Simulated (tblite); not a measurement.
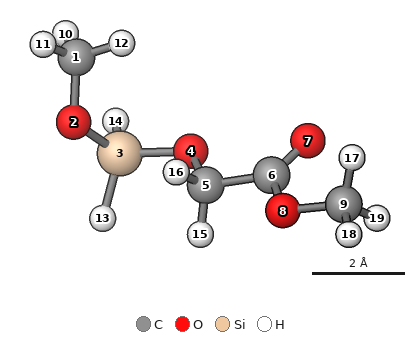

Fig. 1: The structure as given in the input (ball-and-stick view, seen at a tilt; atoms are numbered from 1 in the order of the input). Bond lengths as drawn: C–C 1.53 Å, C–H 1.08 to 1.11 Å, C–O 1.22 to 1.43 Å, H–Si 1.48 Å and O–Si 1.65 to 1.66 Å.

**C4H10O4Si: geometry relaxation (part 1 of 4)**

- system: C4H10O4Si
- method: GFN2-xTB geometry optimisation, gas phase (tblite 0.8.0)

It belongs to a series of runs on one base structure; here: Si replaced by C.

The program's output:
```
step      E/eV     max force
  0    -863.71019    2.088
  1    -863.77265    2.208
  2    -863.81965    0.463
  3    -863.83887    0.410
  4    -863.86109    0.394
  5    -863.87737    0.443
  6    -863.90913    0.501
  7    -863.93427    0.404
  8    -863.95282    0.262
  9    -863.96619    0.251
 10    -863.97851    0.289
 11    -863.98963    0.278
 12    -863.99930    0.216
 13    -864.00517    0.165
 14    -864.00891    0.143
 15    -864.01231    0.148
 16    -864.01606    0.141
 17    -864.01971    0.165
 18    -864.02306    0.164
 19    -864.02663    0.134
 20    -864.03116    0.153
 21    -864.03625    0.186
 22    -864.04027    0.154
 23    -864.04254    0.112
 24    -864.04406    0.092
 25    -864.04566    0.107
 26    -864.04718    0.089
 27    -864.04830    0.071
 28    -864.04905    0.055
 29    -864.04974    0.060
 30    -864.05050    0.065
 31    -864.05116    0.056
 32    -864.05160    0.043
 33    -864.05194    0.042
 34    -864.05240    0.067
 35    -864.05316    0.080
 36    -864.05425    0.091
 37    -864.05550    0.092
 38    -864.05662    0.071
 39    -864.05760    0.077
 40    -864.05851    0.077
 41    -864.05925    0.056
 42    -864.05972    0.046
 43    -864.05997    0.047
 44    -864.06016    0.040
 45    -864.06037    0.046
 46    -864.06062    0.062
 47    -864.06089    0.057
 48    -864.06112    0.035
 49    -864.06131    0.029
 50    -864.06148    0.029
 51    -864.06169    0.044
 52    -864.06194    0.044
 53    -864.06220    0.036
 54    -864.06242    0.028
 55    -864.06260    0.035
 56    -864.06275    0.035
 57    -864.06286    0.024
 58    -864.06295    0.021
 59    -864.06301    0.016
 60    -864.06307    0.019
 61    -864.06317    0.024
 62    -864.06329    0.032
 63    -864.06342    0.031
 64    -864.06350    0.019
 65    -864.06355    0.015
 66    -864.06359    0.018
 67    -864.06364    0.017
 68    -864.06370    0.021
 69    -864.06377    0.027
 70    -864.06386    0.037
 71    -864.06403    0.048
 72    -864.06432    0.055
 73    -864.06482    0.053
 74    -864.06549    0.064
 75    -864.06623    0.077
 76    -864.06694    0.081
 77    -864.06772    0.073
 78    -864.06741    0.375
 79    -864.06901    0.090
 80    -864.06956    0.060
 81    -864.07080    0.199
 82    -864.07153    0.230
 83    -864.07325    0.223
 84    -864.07464    0.141
 85    -864.07544    0.339
 86    -864.07497    0.406
 87    -864.07759    0.101
 88    -864.07882    0.137
 89    -864.08158    0.518
 90    -864.08352    0.244
 91    -864.08634    0.348
 92    -864.08831    0.752
 93    -864.09062    0.222
 94    -864.09365    0.115
 95    -864.09582    0.524
 96    -864.09834    0.354
 97    -864.10324    0.203
 98    -864.10522    0.448
 99    -864.10516    0.417
100    -864.10749    0.105
101    -864.10819    0.201
102    -864.10915    0.149
103    -864.11158    0.136
104    -864.11227    0.108
105    -864.11316    0.092
106    -864.11468    0.161
107    -864.11578    0.113
108    -864.11725    0.089
109    -864.11833    0.109
110    -864.11942    0.102
111    -864.12033    0.071
112    -864.12127    0.063
113    -864.12215    0.070
114    -864.12330    0.068
115    -864.12421    0.065
116    -864.12505    0.068
117    -864.12592    0.074
118    -864.12671    0.053
119    -864.12733    0.097
120    -864.12777    0.059
121    -864.12810    0.037
122    -864.12831    0.023
123    -864.12845    0.024
124    -864.12857    0.024
125    -864.12870    0.026
126    -864.12888    0.033
127    -864.12906    0.038
128    -864.12926    0.034
129    -864.12953    0.041
130    -864.12992    0.048
131    -864.13045    0.055
132    -864.13102    0.091
133    -864.13154    0.102
134    -864.13205    0.088
135    -864.13256    0.058
136    -864.13299    0.032
137    -864.13329    0.032
138    -864.13351    0.036
139    -864.13378    0.043
140    -864.13423    0.047
141    -864.13495    0.062
142    -864.13595    0.066
143    -864.13710    0.073
144    -864.13825    0.082
145    -864.13928    0.077
146    -864.14010    0.091
147    -864.14064    0.090
148    -864.14136    0.077
149    -864.14187    0.056
150    -864.14222    0.056
151    -864.14265    0.048
152    -864.14341    0.057
153    -864.14415    0.066
154    -864.14519    0.099
155    -864.14701    0.110
156    -864.14914    0.131
157    -864.15315    0.182
158    -864.15365    0.237
159    -864.15425    0.194
160    -864.15748    0.148
161    -864.15966    0.159
162    -864.16178    0.162
163    -864.16544    0.148
164    -864.16797    0.102
165    -864.16989    0.126
166    -864.16843    0.258
167    -864.17142    0.080
168    -864.17189    0.067
169    -864.17250    0.056
170    -864.17336    0.058
171    -864.17377    0.058
172    -864.17442    0.084
173    -864.17529    0.094
174    -864.17577    0.057
175    -864.17627    0.061
176    -864.17696    0.092
177    -864.17759    0.105
178    -864.17862    0.076
179    -864.18027    0.089
180    -864.18176    0.082
181    -864.18310    0.097
182    -864.18410    0.107
183    -864.18226    0.164
184    -864.18540    0.125
185    -864.18609    0.083
186    -864.18707    0.078
187    -864.18825    0.114
188    -864.18892    0.059
189    -864.18952    0.049
190    -864.19029    0.051
191    -864.19085    0.045
192    -864.19128    0.047
193    -864.19166    0.055
194    -864.19207    0.063
195    -864.19235    0.049
196    -864.19259    0.033
197    -864.19277    0.043
198    -864.19296    0.034
199    -864.19321    0.046
200    -864.19337    0.029
201    -864.19354    0.033
202    -864.19372    0.033
203    -864.19391    0.044
204    -864.19412    0.029
205    -864.19434    0.029
206    -864.19452    0.033
207    -864.19470    0.039
208    -864.19495    0.037
209    -864.19524    0.035
210    -864.19550    0.036
211    -864.19576    0.042
212    -864.19610    0.047
213    -864.19665    0.050
214    -864.19727    0.055
215    -864.19800    0.060
216    -864.19884    0.094
217    -864.19943    0.096
218    -864.19731    0.280
219    -864.20083    0.056
220    -864.20133    0.065
221    -864.20227    0.074
222    -864.20275    0.058
223    -864.20340    0.065
224    -864.20387    0.050
225    -864.20453    0.048
226    -864.20494    0.045
227    -864.20540    0.046
228    -864.20576    0.065
229    -864.20603    0.032
230    -864.20621    0.037
231    -864.20633    0.026
232    -864.20641    0.023
233    -864.20641    0.032
234    -864.20650    0.018
235    -864.20653    0.020
236    -864.20658    0.020
237    -864.20662    0.013
238    -864.20666    0.014
239    -864.20670    0.013
240    -864.20674    0.014
241    -864.20678    0.014
242    -864.20683    0.015
243    -864.20688    0.016
244    -864.20695    0.020
245    -864.20704    0.020
246    -864.20715    0.031
247    -864.20726    0.026
248    -864.20740    0.028
249    -864.20760    0.032
250    -864.20778    0.030
251    -864.20799    0.054
252    -864.20808    0.037
253    -864.20822    0.025
254    -864.20826    0.024
255    -864.20830    0.027
256    -864.20835    0.022
257    -864.20842    0.023
258    -864.20850    0.018
259    -864.20859    0.018
260    -864.20873    0.027
261    -864.20890    0.030
262    -864.20911    0.026
263    -864.20932    0.023
264    -864.20947    0.024
265    -864.20956    0.020
266    -864.20964    0.015
267    -864.20971    0.013
268    -864.20977    0.014
269    -864.20981    0.025
270    -864.20984    0.009
```

Trajectory as extended XYZ (Å, eV, eV/Å), 43 of the 271 frames kept, from step=0 to step=270:
```
19
Properties=species:S:1:pos:R:3:forces:R:3 step=0 energy=-863.71019
C     3.2393    0.0789    0.9057   -0.6690   0.4670   0.3050
O     2.6679    1.1054    0.0825    0.2640  -0.8050  -0.1610
Si    2.0853    0.6688   -1.3946   -0.1430   0.1400  -0.3030
O     0.6923   -0.2117   -1.2095   -0.1440   0.6190   0.2280
C    -0.4513    0.4255   -0.6540    0.2460  -0.3350  -0.4270
C    -1.6205   -0.5394   -0.4724    0.1030  -1.1360  -0.1490
O    -1.6030   -1.7358   -0.7112   -0.2990   2.0130   0.4690
O    -2.6866    0.1517    0.0239    0.2980  -1.1360  -0.3710
C    -3.8405   -0.6709    0.2392   -0.3320   0.4820   0.2280
H     4.0921   -0.3870    0.4279    0.0390  -0.0990  -0.1830
H     3.5716    0.5403    1.8366   -0.0110   0.1500  -0.0520
H     2.4793   -0.6807    1.1651    0.3120   0.2110  -0.2560
H     1.7435    1.8987   -2.1520    0.2220  -0.2400   0.5300
H     3.0933   -0.1275   -2.1258   -0.5640  -0.0180   0.2730
H    -0.7910    1.2246   -1.3436    0.1180  -0.1690   0.4010
H    -0.2207    0.8513    0.3368   -0.0480   0.0370  -0.2860
H    -3.6311   -1.4393    0.9843    0.1000  -0.1090  -0.1660
H    -4.6449   -0.0336    0.6249    0.3230   0.0890  -0.0690
H    -4.1848   -1.1100   -0.6966    0.1840  -0.1620  -0.0100
19
Properties=species:S:1:pos:R:3:forces:R:3 step=6 energy=-863.90913
C     3.2326    0.0970    0.9170   -0.1240   0.0320  -0.0170
O     2.6953    1.0516    0.0359    0.0870   0.2930   0.2550
Si    2.0661    0.6686   -1.4070    0.0010   0.0380  -0.0020
O     0.6863   -0.1746   -1.2184   -0.2480  -0.1890  -0.0900
C    -0.4475    0.4147   -0.6663   -0.1260   0.0040  -0.0290
C    -1.6041   -0.5555   -0.4768   -0.0820   0.1860   0.0390
O    -1.6143   -1.7288   -0.7050    0.0790  -0.0750  -0.0220
O    -2.6699    0.1175    0.0076    0.1090  -0.2450  -0.0700
C    -3.8392   -0.6714    0.2379    0.0470   0.1680   0.0280
H     4.0716   -0.3906    0.4335    0.3180  -0.0980   0.0560
H     3.5577    0.5982    1.8322   -0.0730  -0.0250  -0.1340
H     2.4941   -0.6748    1.1440   -0.0420   0.0460   0.1430
H     1.7885    1.9298   -2.0510    0.0680   0.3170   0.0840
H     2.9794   -0.1886   -2.1062   -0.0130  -0.4160  -0.2780
H    -0.7962    1.2333   -1.3034   -0.1210   0.0330  -0.1200
H    -0.2277    0.8665    0.3045    0.0460  -0.0270   0.2090
H    -3.6273   -1.4645    0.9577   -0.0010   0.0710   0.0630
H    -4.5901    0.0246    0.6217    0.1230  -0.2040  -0.0940
H    -4.1650   -1.1438   -0.6907   -0.0480   0.0910  -0.0190
19
Properties=species:S:1:pos:R:3:forces:R:3 step=13 energy=-864.00517
C     3.2392    0.1108    0.9100    0.0140  -0.0020   0.1480
O     2.7261    1.0478    0.0044    0.1470  -0.0740   0.0030
Si    2.0639    0.6633   -1.4273    0.0480   0.0210  -0.0360
O     0.6555   -0.1384   -1.2653   -0.0360  -0.0340  -0.0850
C    -0.4620    0.4281   -0.6744   -0.0310  -0.0230  -0.0240
C    -1.5859   -0.5695   -0.4867   -0.0690  -0.0510  -0.0040
O    -1.5707   -1.7437   -0.7140    0.0470  -0.0230  -0.0050
O    -2.6497    0.0890   -0.0047   -0.0160   0.0410   0.0110
C    -3.8204   -0.6804    0.2308   -0.0450   0.0720   0.0280
H     4.1127   -0.3924    0.4909   -0.0140  -0.0080  -0.0130
H     3.5342    0.6385    1.8131    0.0430   0.0990   0.1060
H     2.4899   -0.6399    1.1685   -0.0090  -0.0450  -0.0250
H     1.8706    2.0210   -1.9093    0.0700  -0.0070  -0.0850
H     2.8066   -0.3454   -2.1592   -0.0470   0.0450  -0.0820
H    -0.8487    1.2407   -1.3008   -0.0260   0.0710   0.0410
H    -0.2271    0.8445    0.3131    0.0130   0.0510   0.0100
H    -3.6223   -1.4592    0.9685   -0.0100  -0.0430  -0.0300
H    -4.5522    0.0279    0.6076   -0.0880  -0.0290   0.0330
H    -4.1694   -1.1335   -0.6979    0.0090  -0.0600   0.0100
19
Properties=species:S:1:pos:R:3:forces:R:3 step=19 energy=-864.02663
C     3.2548    0.1107    0.9415    0.0100   0.0130  -0.0760
O     2.7760    1.0236   -0.0108   -0.0700  -0.0630  -0.0560
Si    2.0747    0.6607   -1.4338    0.0150  -0.0040  -0.0620
O     0.6401   -0.1103   -1.3044    0.0290   0.0840   0.0470
C    -0.4727    0.4372   -0.6831   -0.0030   0.0300   0.0030
C    -1.5905   -0.5710   -0.4896   -0.0260  -0.0280   0.0120
O    -1.5527   -1.7461   -0.7120   -0.0600   0.0400   0.0300
O    -2.6594    0.0825   -0.0057   -0.0290   0.1000   0.0120
C    -3.8340   -0.6807    0.2357    0.0140  -0.0660  -0.0160
H     4.1291   -0.3999    0.5329    0.0330  -0.0550   0.1180
H     3.5394    0.6635    1.8400   -0.0510  -0.0300  -0.0760
H     2.4929   -0.6354    1.1854    0.0630   0.0440   0.0490
H     1.9277    2.0278   -1.9210    0.0660  -0.0860   0.0070
H     2.7525   -0.3569   -2.2223   -0.0170   0.0860   0.0240
H    -0.8749    1.2617   -1.2839   -0.0150   0.0480   0.0140
H    -0.2221    0.8407    0.3072    0.0020   0.0180  -0.0020
H    -3.6281   -1.4618    0.9656   -0.0040  -0.0970   0.0570
H    -4.5897    0.0028    0.6170    0.0960   0.0420  -0.0220
H    -4.1730   -1.1398   -0.6915   -0.0520  -0.0750  -0.0640
19
Properties=species:S:1:pos:R:3:forces:R:3 step=26 energy=-864.04718
C     3.2746    0.1043    0.9590   -0.0140  -0.0140  -0.0360
O     2.8223    0.9611   -0.0516   -0.0030   0.0260  -0.0150
Si    2.0835    0.6523   -1.4633   -0.0560  -0.0430   0.0540
O     0.6144   -0.0503   -1.3378   -0.0280   0.0380   0.0370
C    -0.4932    0.4694   -0.6836    0.0010   0.0240   0.0210
C    -1.6034   -0.5559   -0.4876    0.0600   0.0310   0.0140
O    -1.5543   -1.7328   -0.6966    0.0270   0.0200  -0.0150
O    -2.6842    0.0806   -0.0094    0.0180  -0.0070  -0.0270
C    -3.8418   -0.7100    0.2333    0.0000  -0.0020  -0.0030
H     4.1686   -0.4286    0.6260   -0.0120  -0.0090   0.0140
H     3.5243    0.7077    1.8348   -0.0290  -0.0020  -0.0480
H     2.5079   -0.6261    1.2261    0.0120  -0.0230   0.0300
H     2.0306    2.0284   -1.9292   -0.0020   0.0190  -0.0150
H     2.6868   -0.3638   -2.2989    0.0600  -0.0560  -0.0310
H    -0.9166    1.3063   -1.2548    0.0110   0.0030   0.0280
H    -0.2228    0.8498    0.3119   -0.0350   0.0080  -0.0180
H    -3.6328   -1.4918    0.9662    0.0330   0.0130  -0.0180
H    -4.5857   -0.0167    0.6146   -0.0660  -0.0240   0.0190
H    -4.1880   -1.1749   -0.6920    0.0220  -0.0020   0.0070
19
Properties=species:S:1:pos:R:3:forces:R:3 step=32 energy=-864.05160
C     3.2725    0.0981    0.9568    0.0070  -0.0030   0.0130
O     2.8282    0.9420   -0.0664    0.0040  -0.0050   0.0150
Si    2.0819    0.6408   -1.4737    0.0080  -0.0030   0.0120
O     0.6034   -0.0332   -1.3329    0.0000  -0.0100  -0.0070
C    -0.4995    0.4877   -0.6744    0.0070   0.0240   0.0010
C    -1.6016   -0.5439   -0.4841   -0.0130   0.0270  -0.0200
O    -1.5381   -1.7194   -0.6973   -0.0100   0.0170   0.0210
O    -2.6917    0.0849   -0.0153   -0.0150  -0.0100   0.0020
C    -3.8428   -0.7152    0.2315    0.0110  -0.0270  -0.0070
H     4.1714   -0.4384    0.6447    0.0010   0.0020  -0.0220
H     3.5120    0.7213    1.8198    0.0040  -0.0060   0.0230
H     2.5124   -0.6339    1.2401   -0.0260   0.0140  -0.0280
H     2.0505    2.0208   -1.9374   -0.0110  -0.0190  -0.0180
H     2.6929   -0.3742   -2.3123   -0.0340  -0.0190   0.0160
H    -0.9249    1.3257   -1.2404    0.0020   0.0260  -0.0020
H    -0.2350    0.8646    0.3227    0.0260   0.0160   0.0130
H    -3.6174   -1.4955    0.9609    0.0100   0.0050   0.0030
H    -4.6009   -0.0368    0.6172    0.0240  -0.0340  -0.0120
H    -4.1833   -1.1862   -0.6925    0.0060   0.0040  -0.0030
19
Properties=species:S:1:pos:R:3:forces:R:3 step=39 energy=-864.05760
C     3.2690    0.0901    0.9576   -0.0270   0.0140  -0.0140
O     2.8405    0.9279   -0.0774   -0.0030   0.0100  -0.0220
Si    2.0796    0.6159   -1.4743    0.0210   0.0460  -0.0580
O     0.5822   -0.0053   -1.3247    0.0100  -0.0120  -0.0260
C    -0.5052    0.5375   -0.6603   -0.0060  -0.0080   0.0080
C    -1.6026   -0.4996   -0.4801   -0.0380  -0.0040   0.0280
O    -1.5146   -1.6758   -0.6830    0.0260   0.0080   0.0030
O    -2.7132    0.1028   -0.0295   -0.0300   0.0040   0.0300
C    -3.8312   -0.7429    0.2217   -0.0190   0.0250   0.0040
H     4.1677   -0.4525    0.6537   -0.0130   0.0100   0.0310
H     3.4963    0.7207    1.8193    0.0300  -0.0410   0.0040
H     2.4969   -0.6324    1.2313    0.0010  -0.0180   0.0050
H     2.0664    1.9853   -1.9665    0.0270   0.0120  -0.0170
H     2.6539   -0.4279   -2.3059   -0.0320   0.0010   0.0520
H    -0.9229    1.3881   -1.2141    0.0130  -0.0160  -0.0280
H    -0.2262    0.9044    0.3366    0.0010  -0.0060   0.0300
H    -3.5714   -1.5119    0.9529    0.0070  -0.0050  -0.0700
H    -4.6127   -0.0982    0.6150   -0.0030   0.0170   0.0010
H    -4.1622   -1.2166   -0.7050    0.0330  -0.0370   0.0390
19
Properties=species:S:1:pos:R:3:forces:R:3 step=45 energy=-864.06037
C     3.2628    0.0873    0.9544   -0.0050  -0.0080   0.0000
O     2.8451    0.9244   -0.0859    0.0030   0.0140   0.0030
Si    2.0780    0.6140   -1.4808   -0.0040   0.0120   0.0090
O     0.5741    0.0092   -1.3242   -0.0020   0.0270   0.0150
C    -0.5068    0.5591   -0.6527   -0.0140  -0.0120  -0.0030
C    -1.6053   -0.4785   -0.4742    0.0150  -0.0110   0.0420
O    -1.5027   -1.6545   -0.6718   -0.0030  -0.0110  -0.0010
O    -2.7244    0.1118   -0.0297    0.0090   0.0220  -0.0100
C    -3.8284   -0.7524    0.2178    0.0110   0.0010   0.0000
H     4.1628   -0.4584    0.6622   -0.0040  -0.0100  -0.0160
H     3.4930    0.7123    1.8193   -0.0100   0.0070  -0.0050
H     2.4884   -0.6335    1.2258   -0.0100  -0.0070  -0.0060
H     2.0837    1.9780   -1.9869    0.0290   0.0090  -0.0140
H     2.6272   -0.4570   -2.2907    0.0080  -0.0090   0.0050
H    -0.9193    1.4111   -1.2079    0.0010  -0.0050   0.0060
H    -0.2215    0.9196    0.3463   -0.0110  -0.0070  -0.0260
H    -3.5491   -1.5228    0.9380   -0.0050  -0.0140   0.0250
H    -4.6204   -0.1228    0.6140   -0.0050  -0.0060  -0.0020
H    -4.1467   -1.2376   -0.7061   -0.0020   0.0090  -0.0210
```
